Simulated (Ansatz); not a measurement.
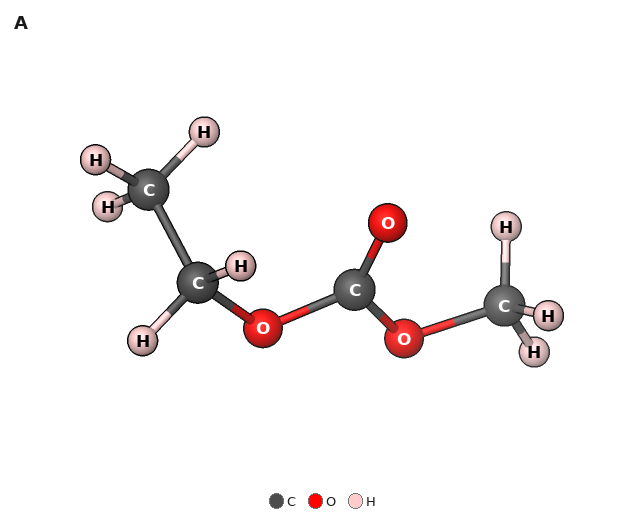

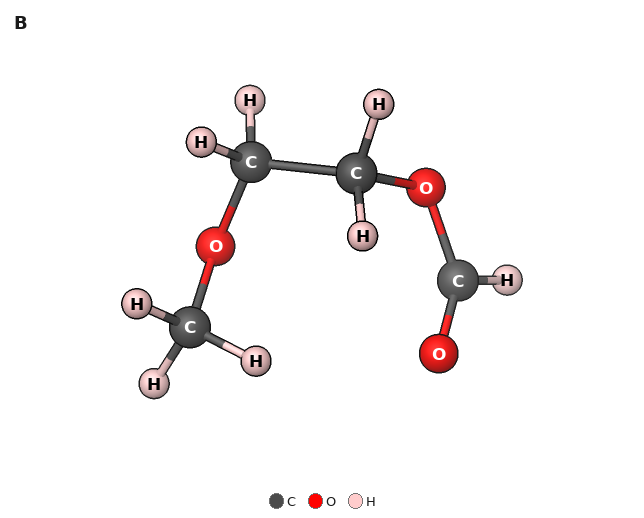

2 stationary structures of one formula. Geometries: PBE0-D4/def2-TZVP. Electronic energies: PBE-D4/def2-TZVPP (Ansatz 0.2.0), without zero-point energy. No frequency run is at hand to confirm each as a minimum. Each is one conformer, not always the lowest.

> Which structure is the most stable?

A is lowest; B lies 20.2 kcal/mol above it. A is `CCOC(=O)OC`, B is `COCCOC=O`.
